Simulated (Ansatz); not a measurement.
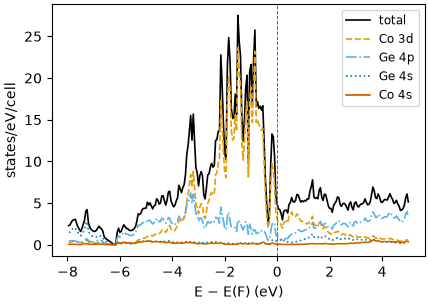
Total and projected density of states of Co₅Ge₇ in space group I4mm (No. 107; Pearson symbol tI24), the program Ansatz at the PBE level (PAW)

Question: Which orbitals carry the states next to the Fermi level?

Answer: Within 0.5 eV of the Fermi level: Co 3d 71 %, Ge 4p 19 %, Ge 4s 6 %. Projections are on Löwdin-orthogonalised atomic valence shells; empty p or d shells of many metals are not among them.

Question: Where is the tallest occupied peak in this window, and what makes it?

Answer: Near -1.5 eV, about 28 states/eV per cell; the largest projected share is Co 3d.

The start of the workflow was typed in or built on a structure type; neither database checked (COD, Materials Project) lists it. Whether it is the stable phase at ambient conditions was not checked. The PBE relaxation kept the symmetry of its start; whether a distortion lowers the energy is not shown. The workflow began spin-polarised and lost its moments. Scalar-relativistic: spin–orbit coupling is off unless named, which matters more the heavier the elements.

Potentials: the later of the program's two PAW sets.
